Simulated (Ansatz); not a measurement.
# SnTe (SMILES [Sn][Te]): B3LYP/STO-3G

Aim: the energy change on altering one bond length of SnTe at B3LYP/STO-3G, from 2 runs. 

Program for the calculation: Ansatz 0.2.0.

48 further runs of the same task are left out: 11 that didn't finish, 37 set aside as unsound or not needed.

### 1 The structure to begin with

The species is SnTe (2 atoms), meant as a singlet with charge 0. SMILES: `[Sn][Te]`. The shape comes from GFN2-xTB, which is rough for such elements, and wasn't checked as a minimum.

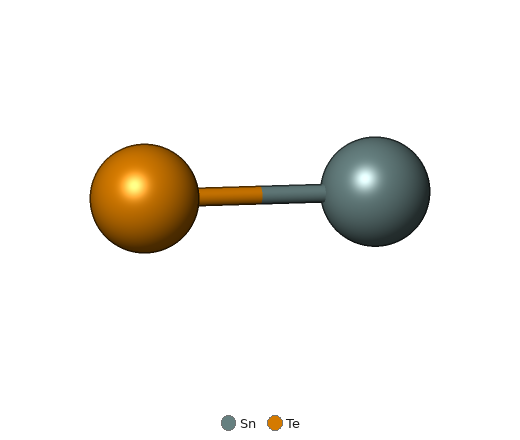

The structure, seen from a chosen angle (tin teal, tellurium orange).

### 2 A single-point energy at B3LYP/STO-3G

Input file input.yaml:

```yaml
crystal:
  periodic: [false, false, false]
  atoms:
    - {symbol: Sn, position_ang: [0.000000, 0.000000, 0.000000]}
    - {symbol: Te, position_ang: [0.000000, 0.000000, 2.536770]}
basis:
  gaussian: {orbitals: STO-3G}
hamiltonian: {xc: {name: B3LYP}}
accuracy: high
```

Run with:

```bash
$ ansatz run input.yaml --threads 1 --pin off --max-ram 2610MiB --events-out events.jsonl --progress --plain --runs-dir runs
```

The log of the run:

```text
Warning: RAYON_NUM_THREADS=1 ignored (pool sized by the plan → 1); use --threads N
Functional definition: B3LYP
  name "B3LYP"
  parameter a0 = 0.2
  parameter ax = 0.72
  parameter ac = 0.81
  exchange = (1 - a0 - ax)*slater_x + ax*b88_x + a0*exact_x
  correlation = (1 - ac)*vwn_rpa_c + ac*lyp_c
827 factors; integrals over basis functions are off by at most 4.7e-9 eV
mean field evaluation 1: about -340535.7746 eV, gradient 1.9e1 eV
mean field evaluation 2: about -340497.5484 eV, gradient 7.4e1 eV
mean field evaluation 4: about -340539.0791 eV, gradient 5.1e-1 eV
mean field evaluation 8: about -340539.0806 eV, gradient 8.4e-2 eV
mean field evaluation 16: about -340539.0806 eV, gradient 4.4e-8 eV
mean field -340539.08064024 eV, -12514.5803878496 hartree, gradient 4.1e-8 eV, S^2 0.000000; 0 other end points of the search recorded, 0 dependent functions left out
reference -340539.08066822 eV, -12514.5803888778 hartree; 51, 51 occupied and 3, 3 virtual orbitals, 827 factors
Total energy: -340539.08066822 eV, -12514.5803888778 hartree
```

Run time: 1.1 s. Hardware: 1 thread of AMD EPYC 9R45 (Zen 5), shared host; peak memory 0.19 GiB.

### 3 The distorted shape

Input file molecule.yaml:

```yaml
crystal:
  periodic: [false, false, false]
  atoms:
    - symbol: Sn
      position_ang: [0.000000, 0.000000, -0.634230]
    - symbol: Te
      position_ang: [0.000000, 0.000000, 2.536770]
basis:
  gaussian:
    orbitals: STO-3G
hamiltonian:
  xc: {name: B3LYP}
accuracy: high
```

Run with:

```bash
$ ansatz run molecule.yaml --threads 1 --pin off --max-ram 2610MiB --events-out events.jsonl --progress --plain --runs-dir runs
```

The log of the run (excerpt; [...] marks lines left out):

```text
Warning: RAYON_NUM_THREADS=1 ignored (pool sized by the plan → 1); use --threads N
[... 7 set-up lines as earlier in the session ...]
806 factors; integrals over basis functions are off by at most 5.2e-9 eV
mean field evaluation 1: about -340528.5930 eV, gradient 2.3e1 eV
mean field evaluation 2: about -340445.4648 eV, gradient 5.6e1 eV
mean field evaluation 4: about -340529.4955 eV, gradient 2.3e1 eV
mean field evaluation 8: about -340530.5860 eV, gradient 2.2e1 eV
mean field evaluation 16: about -340536.6445 eV, gradient 1.4e-8 eV
mean field -340536.64446124 eV, -12514.4908599227 hartree, gradient 1.4e-8 eV, S^2 0.000000; 0 other end points of the search recorded, 0 dependent functions left out
reference -340536.64449110 eV, -12514.4908610199 hartree; 51, 51 occupied and 3, 3 virtual orbitals, 806 factors
Total energy: -340536.64449110 eV, -12514.4908610199 hartree
```

It took 1.2 s on 1 thread of AMD EPYC 9R45 (Zen 5), shared host; peak memory 0.19 GiB.

### 4 Results

Level: B3LYP/STO-3G.

| quantity | value |
| --- | --- |
| first shape: total energy | -12514.58039 Eh |
| distorted shape: total energy | -12514.49086 Eh |
| energy change with the Sn1–Te2 bond stretched from 2.537 to 3.171 Å | 2.436 eV |

With the Sn1–Te2 bond stretched from 2.537 to 3.171 Å the energy rises by 2.44 eV (56 kcal/mol). The first shape isn't relaxed at this level, so the change isn't measured from a minimum. The minimal basis adds a large error of its own. Relativity is left out (first shape) although the molecule holds a heavy atom. Relativity is left out (distorted shape) although the molecule holds a heavy atom.
